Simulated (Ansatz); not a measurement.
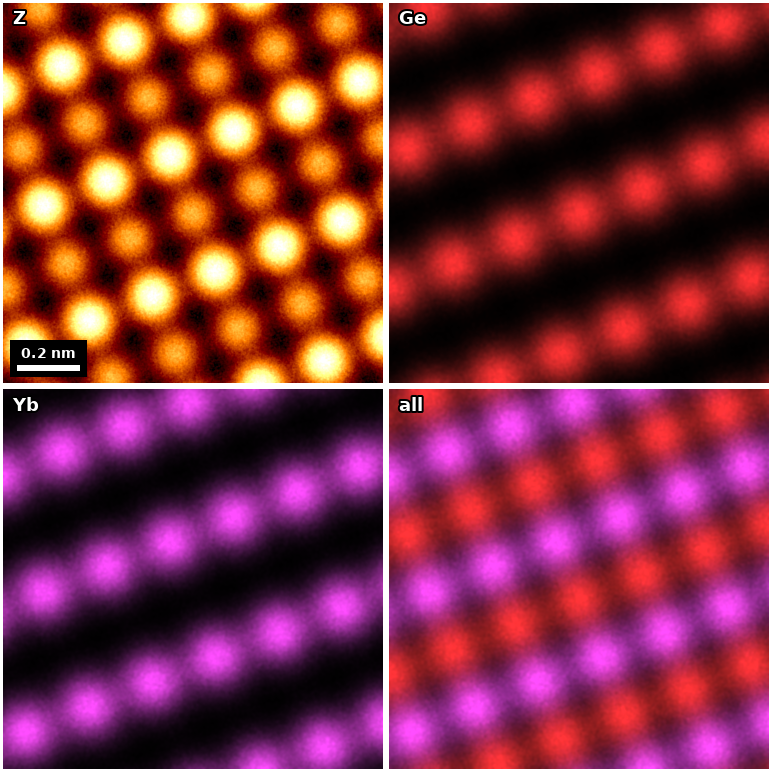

A crystal along [210]. Panel Z: The image is simulated as a sum over atoms of Z^1.8, blurred by a 1.21 Å probe (no channelling). The display is stretched by a gamma of 0.65; percentages refer to the linear signal. Shot noise was added. The other panels are simulated element maps (the number of atoms of one element along the beam, blurred by 1.6 Å, with counting noise; each on its own scale, no channelling); the last overlays them.

> Describe the distribution of the elements over the columns.

The projected cell (2.16 × 3.93 Å, 90°) holds 2 columns: 1 of Yb and 1 of Ge. No column is shared by two of the mapped elements. The brightest columns of the Z-contrast image hold Yb.

The crystal is YbGe2 (P6/mmm, No. 191). Structure used: the geometry relaxed at fixed volume with DFT PBEsol, scalar-relativistic, plane waves, PAW (Ansatz 0.2.0); the starting structure was generated, so it need not be a known form of this composition.
